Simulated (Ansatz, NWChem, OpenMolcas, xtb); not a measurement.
Loss of SiH4: SiH3(SiH3) → SiH2 + SiH4

Species: SiH3(SiH3), singlet; SiH2 `[SiH2]`, singlet; SiH4 (silane) `[SiH4]`, singlet. 

Shapes, held fixed at every level: PBE0-D4/def2-TZVP. Programs: Ansatz 0.2.0, NWChem 7.3.0, OpenMolcas 26.06, xtb 6.7.1. A level may come from different programs for different species; with the same settings they agree closely. Electronic energies: no zero-point or thermal term.

| level | kind | ΔE (kJ/mol) |
| --- | --- | --- |
| GFN0-xTB | semi-empirical | +190.9 |
| HF/STO-3G | Hartree–Fock | +318.2 |
| HF/3-21G | Hartree–Fock | +183.3 |
| HF/def2-SVP | Hartree–Fock | +208.5 |
| B3LYP/6-31G* (Cartesian functions) | global hybrid | +225.4 |
| PBE0/def2-SVP | global hybrid | +252.7 |

PBE0/def2-SVP gives ΔE = +252.7 kJ/mol; the levels span +183.3 to +318.2. GFN0-xTB strays far from the other rows. The median of the levels is +217.0. No measured value is set beside it here. Rows in sets without polarisation functions are far from converged.

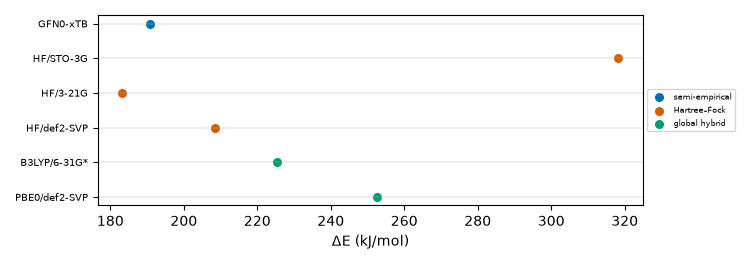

The values of the table, level by level.
